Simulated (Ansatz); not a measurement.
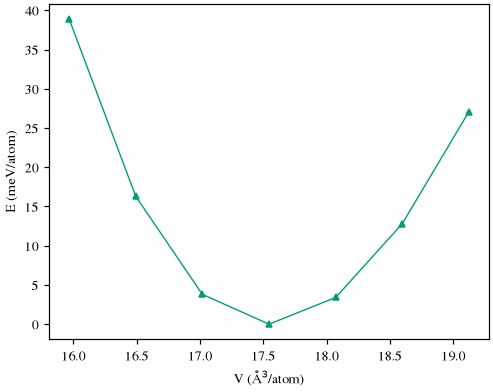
Figure. Sc2C in space group P-3m1 (No. 164; Sc on 2d, C on 1b) under volume change, plane-wave PAW PBEsol (Ansatz code), shape and atoms relaxed at each volume.

Q: What does a third-order Birch–Murnaghan fit give for V₀, B₀ and B′?

A: V₀ = 17.55 Å³/atom, B₀ = 72.1 GPa, B′ = 5.0.

The workflow started from a Materials Project entry (that database holds measured and hypothetical structures alike); the Crystallography Open Database copy checked does not list it. Its standing as an ambient phase is unchecked. Symmetry was held in the PBEsol relaxation. At this level the phase is mechanically unstable. No spin polarisation was allowed.

Potentials: the later of the program's two PAW sets.
